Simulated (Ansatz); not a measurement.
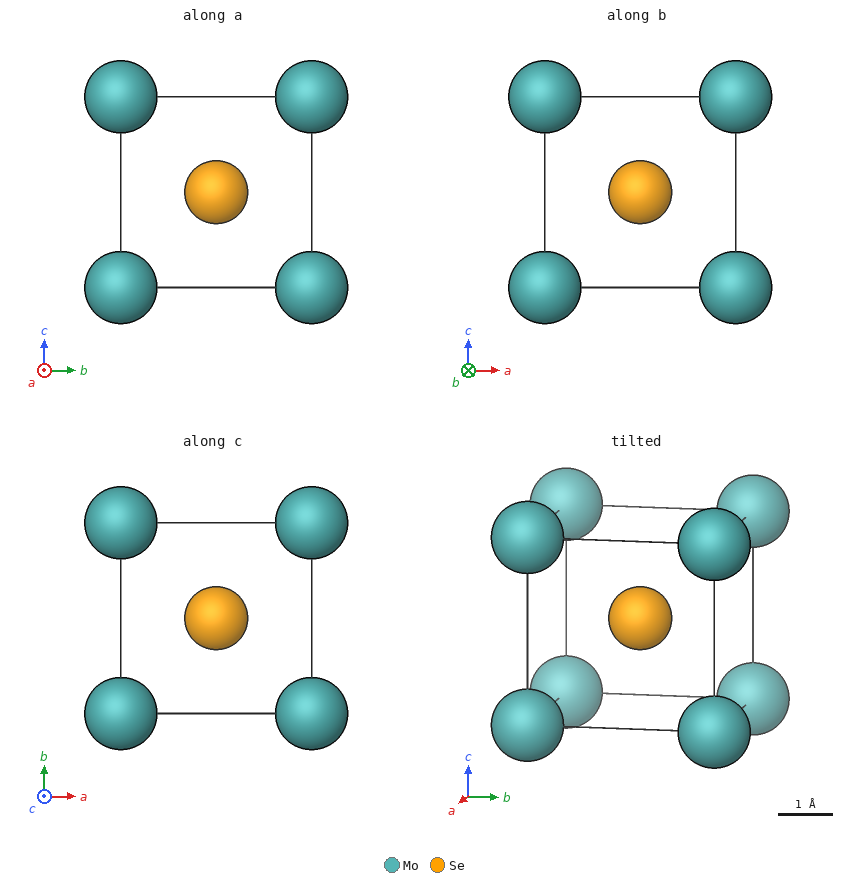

An orthographic spheres-only view of the structure, along the a axis, along the b axis, along the c axis and slightly off an axis. The wireframe shows the conventional unit cell.

Lattice parameters: a = 3.5777 Å, b = 3.5777 Å, c = 3.5777 Å, α = 90.000°, β = 90.000°, γ = 90.000°.

Record the structure as a CIF in P1 with every atom of the cell.

```cif
data_structure
_symmetry_space_group_name_H-M 'P 1'
_symmetry_Int_Tables_number 1
_cell_length_a 3.5777
_cell_length_b 3.5777
_cell_length_c 3.5777
_cell_angle_alpha 90.000
_cell_angle_beta 90.000
_cell_angle_gamma 90.000
_cell_volume 45.79
loop_
_atom_site_label
_atom_site_type_symbol
_atom_site_fract_x
_atom_site_fract_y
_atom_site_fract_z
_atom_site_occupancy
Mo1 Mo 0.0000 0.0000 0.0000 1
Se1 Se 0.5000 0.5000 0.5000 1
```

Source of the structure: a structure type filled with these elements by a generator (whether the compound takes this form wasn't checked). Earlier steps of the study, as a rule a relaxation of our own, may have changed the cell and positions, so they can lie some per cent off the listed ones. It went into a calculation with Ansatz.
